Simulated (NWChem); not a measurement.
**CH5FSSi (SMILES F[SiH2]CS): levels of theory compared**

Wanted: a comparison of 3 runs (HF/STO-3G, HF/3-21G, B3LYP/6-31G*) of CH5FSSi. 

Program for the calculation: NWChem 7.3.0.

### 1 The system as given

CH5FSSi: 9 atoms, total charge 0, spin state singlet. SMILES: `F[SiH2]CS`. Geometry: relaxed at PBE0-D4/def2-TZVP. This is one conformer, not always the lowest.

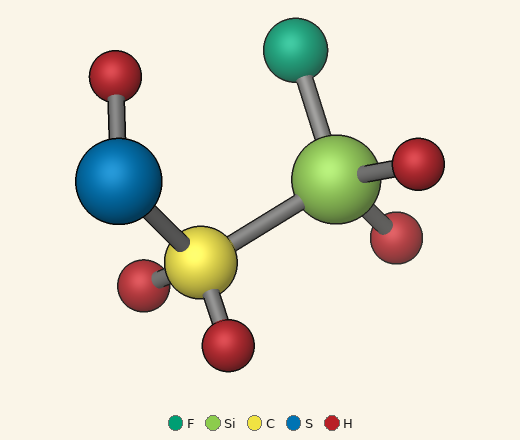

Viewed from a chosen angle; fluorine teal, silicon green, carbon yellow, sulfur blue, hydrogen red.

### 2 Energy and gradient at HF/STO-3G (run 1)

Input file ch5fssi.nw:

```
start ch5fssi
title "CH5FSSi hf"
memory 2200 mb
charge 0

geometry units angstroms noautosym nocenter noautoz
 F    -1.203900    1.022400   -1.148300
 Si    0.301800    0.797000   -0.644100
 C     0.354600   -0.800100    0.313200
 S    -0.845400   -0.782700    1.674000
 H     1.162300    0.735300   -1.853000
 H     0.674300    1.938000    0.222400
 H     1.336700   -0.892800    0.786300
 H     0.215400   -1.677900   -0.321900
 H    -1.907300   -0.385700    0.954300
end

basis "ao basis" spherical bse
 * library STO-3G
end

scf
 thresh 1e-08
 maxiter 80
end

task scf gradient
```

Command:

```sh
nwchem ch5fssi.nw > ch5fssi.out
```

The program printed:

```text
[...]
  functions       =    33
[...]
  wavefunction    = RHF
[...]
         Total SCF energy =   -817.149462868155
      One-electron energy =  -1579.047401955319
      Two-electron energy =    540.617976743773
 Nuclear repulsion energy =    221.279962343391
        Time for solution =      1.6s
[...]
                         RHF ENERGY GRADIENTS
    atom               coordinates                        gradient
                 x          y          z           x          y          z
   1 F      -2.275041   1.932056  -2.169972    0.014687  -0.002550   0.003523
   2 Si      0.570319   1.506112  -1.217173   -0.035988  -0.018413   0.013102
   3 C       0.670097  -1.511970   0.591862   -0.001784  -0.002119  -0.009689
   4 S      -1.597574  -1.479089   3.163401    0.004984   0.002428   0.002082
   5 H       2.196429   1.389516  -3.501662    0.015146  -0.002263  -0.027169
   6 H       1.274242   3.662289   0.420275    0.005115   0.023790   0.017414
   7 H       2.525997  -1.687147   1.485892    0.007294   0.002092   0.005471
   8 H       0.407047  -3.170771  -0.608303   -0.001447  -0.005963  -0.002493
   9 H      -3.604274  -0.728867   1.803366   -0.008007   0.002998  -0.002241
[...]
```

It took 3.3 s on 1 thread of Intel Xeon Platinum 8488C (Sapphire Rapids), shared host; peak memory 0.096 GiB.

### 3 Energy and gradient at HF/3-21G (run 2)

Input file input.nw:

```
start input
memory 2200 mb
charge 0

geometry units angstroms noautosym nocenter noautoz
   F       -1.203900       1.022400      -1.148300
   Si       0.301800       0.797000      -0.644100
   C        0.354600      -0.800100       0.313200
   S       -0.845400      -0.782700       1.674000
   H        1.162300       0.735300      -1.853000
   H        0.674300       1.938000       0.222400
   H        1.336700      -0.892800       0.786300
   H        0.215400      -1.677900      -0.321900
   H       -1.907300      -0.385700       0.954300
end

basis spherical bse
   F library 3-21G
   Si library 3-21G
   C library 3-21G
   S library 3-21G
   H library 3-21G
end

scf
   thresh 1e-08
   maxiter 80
   print medium
end

task scf gradient
```

Command:

```sh
nwchem input.nw > input.out
```

The program printed:

```text
[...]
  functions       =    54
[...]
  wavefunction    = RHF
[...]
         Total SCF energy =   -822.466669147744
      One-electron energy =  -1579.706910265156
      Two-electron energy =    535.960278774021
 Nuclear repulsion energy =    221.279962343391
        Time for solution =      2.1s
[...]
                         RHF ENERGY GRADIENTS
    atom               coordinates                        gradient
                 x          y          z           x          y          z
   1 F      -2.275041   1.932056  -2.169972    0.026886  -0.003691   0.007648
   2 Si      0.570319   1.506112  -1.217173   -0.026937  -0.011743   0.006486
   3 C       0.670097  -1.511970   0.591862   -0.028901   0.012431   0.016929
   4 S      -1.597574  -1.479089   3.163401    0.018239   0.003992  -0.026641
   5 H       2.196429   1.389516  -3.501662   -0.000599   0.000995  -0.002803
   6 H       1.274242   3.662289   0.420275   -0.000635   0.002973  -0.000263
   7 H       2.525997  -1.687147   1.485892    0.006397   0.001157   0.003475
   8 H       0.407047  -3.170771  -0.608303   -0.000625  -0.005724  -0.005487
   9 H      -3.604274  -0.728867   1.803366    0.006176  -0.000390   0.000656
[...]
```

It took 3.9 s on 1 thread of Intel Xeon Platinum 8488C (Sapphire Rapids), shared host; peak memory 0.094 GiB.

### 4 Energy and gradient at B3LYP/6-31G(d) (Cartesian functions) (run 3)

Input file run.py:

```python
from ase import Atoms
from ase.calculators.nwchem import NWChem

mol = Atoms(['F', 'Si', 'C', 'S', 'H', 'H', 'H', 'H', 'H'], positions=[
    [-1.203900, 1.022400, -1.148300],
    [0.301800, 0.797000, -0.644100],
    [0.354600, -0.800100, 0.313200],
    [-0.845400, -0.782700, 1.674000],
    [1.162300, 0.735300, -1.853000],
    [0.674300, 1.938000, 0.222400],
    [1.336700, -0.892800, 0.786300],
    [0.215400, -1.677900, -0.321900],
    [-1.907300, -0.385700, 0.954300],
])

calc = NWChem(
    label='work',
    theory='dft',
    memory='2200 mb',
    basis='6-31G*',
    dft={'xc': 'b3lyp', 'mult': '1', 'grid': 'xfine', 'convergence': 'energy 1e-08', 'iterations': '100', 'mulliken': None, 'print': 'low'},
)
mol.calc = calc

forces = mol.get_forces()
print(f"energy = {mol.get_potential_energy():.6f} eV")
print("forces (eV/A):")
for s, f in zip(mol.symbols, forces):
    print(f"{s:2s} {f[0]:10.5f} {f[1]:10.5f} {f[2]:10.5f}")
```

Command:

```sh
export ASE_NWCHEM_COMMAND="nwchem PREFIX.nwi > PREFIX.nwo"
python run.py
```

The program printed:

```text
energy = -22549.836561 eV
forces (eV/A):
F    -0.54009    0.06232   -0.16573
Si    0.37230    0.25732   -0.13869
C     0.31661   -0.09523   -0.20852
S    -0.25325   -0.11914    0.61311
H     0.09441   -0.02036   -0.00766
H     0.07518    0.00334    0.04469
H     0.07996   -0.05111    0.02468
H     0.01969   -0.08803   -0.06212
H    -0.16486    0.05096   -0.09981
```

The calculator wrote work.nwi:

```
title "work"

permanent_dir work

scratch_dir work

start work

geometry units angstrom nocenter noautosym noautoz
  F  -1.2039000000000000e+00 1.0224000000000000e+00 -1.1483000000000001e+00
  Si 3.0180000000000001e-01 7.9700000000000004e-01 -6.4410000000000001e-01
  C  3.5460000000000003e-01 -8.0010000000000003e-01 3.1319999999999998e-01
  S  -8.4540000000000004e-01 -7.8269999999999995e-01 1.6739999999999999e+00
  H  1.1623000000000001e+00 7.3529999999999995e-01 -1.8530000000000000e+00
  H  6.7430000000000001e-01 1.9379999999999999e+00 2.2239999999999999e-01
  H  1.3367000000000000e+00 -8.9280000000000004e-01 7.8630000000000000e-01
  H  2.1540000000000001e-01 -1.6778999999999999e+00 -3.2190000000000002e-01
  H  -1.9073000000000000e+00 -3.8569999999999999e-01 9.5430000000000004e-01
end

memory 2200 mb

basis noprint
   * library 6-31G*
end

dft
  xc b3lyp
  mult 1
  grid xfine
  convergence energy 1e-08
  iterations 100
  mulliken
  print low
end

task dft gradient
```

work.nwo:

```text
Northwest Computational Chemistry Package (NWChem) 7.3.0
             --------------------------------------------------------

           Job information
           ---------------

    nwchem branch   = 7.3.0
    use scalapack   = T
    input           = work.nwi
    prefix          = work.
    data base       = work/work.db
    status          = startup
    nproc           =        1

           Memory information
           ------------------

    heap     =     72089594 doubles =      550.0 Mbytes
    stack    =     72089599 doubles =      550.0 Mbytes
    global   =    144179200 doubles =     1100.0 Mbytes (distinct from heap & stack)
    total    =    288358393 doubles =     2200.0 Mbytes
    verify   = yes
    hardfail = no

[... 39 lines left out ...]
            Nuclear Dipole moment (a.u.)
[... 76 lines left out ...]
   convergence    iter        energy       DeltaE   RMS-Dens  Diis-err    time
[... 13 lines left out ...]
         Total DFT energy =     -828.691215523061
      One electron energy =    -1585.565294402635
           Coulomb energy =      600.065899779524
    Exchange-Corr. energy =      -64.471783243340
 Nuclear repulsion energy =      221.279962343390
[... 21 lines left out ...]
    Atom       Charge   Shell Charges
 -----------   ------   -------------------------------------------------------
    1 F    9     9.34   1.98  0.85  3.20  0.53  2.28  0.51
    2 Si  14    13.41   2.00  1.97  5.88  0.39  1.51  0.28  0.64  0.75
    3 C    6     6.60   1.98  0.37  1.93  0.35  1.48  0.49
[... 5 lines of this table left out ...]
    9 H    1     0.88   0.50  0.39

                         DFT ENERGY GRADIENTS

    atom               coordinates                        gradient
                 x          y          z           x          y          z
   1 F      -2.275041   1.932056  -2.169972    0.010503  -0.001212   0.003223
   2 Si      0.570319   1.506112  -1.217173   -0.007240  -0.005004   0.002697
   3 C       0.670097  -1.511970   0.591862   -0.006157   0.001852   0.004055
[... 5 lines of this table left out ...]
   9 H      -3.604274  -0.728867   1.803366    0.003206  -0.000991   0.001941

 Task  times  cpu:       41.8s     wall:       41.8s
 Total times  cpu:       41.8s     wall:       41.8s
```

It took 43 s on 1 thread of Intel Xeon Platinum 8488C (Sapphire Rapids), shared host; peak memory 0.14 GiB.

### 5 The series

```csv
run,level,Cartesian functions,iteration cap,energy (Eh),dipole moment (D),HOMO energy (eV),LUMO energy (eV),wall time
1,HF/STO-3G,no,80,-817.149463,1.23,-6.94,11.76,3.3 s
2,HF/3-21G,no,80,-822.466669,2.13,-9.98,4.14,3.9 s
3,B3LYP/6-31G* (Cartesian functions),yes,100,-828.691216,–,–,–,43 s
```

### 6 Outcome

```
                       quantity          value
            run 3: total energy  -828.69122 Eh
run 3: largest force on an atom     0.674 eV/Å
```

**Reading.** In run 1 the basis is minimal, so the values are rough. All runs together took 50 s, the longest 43 s.
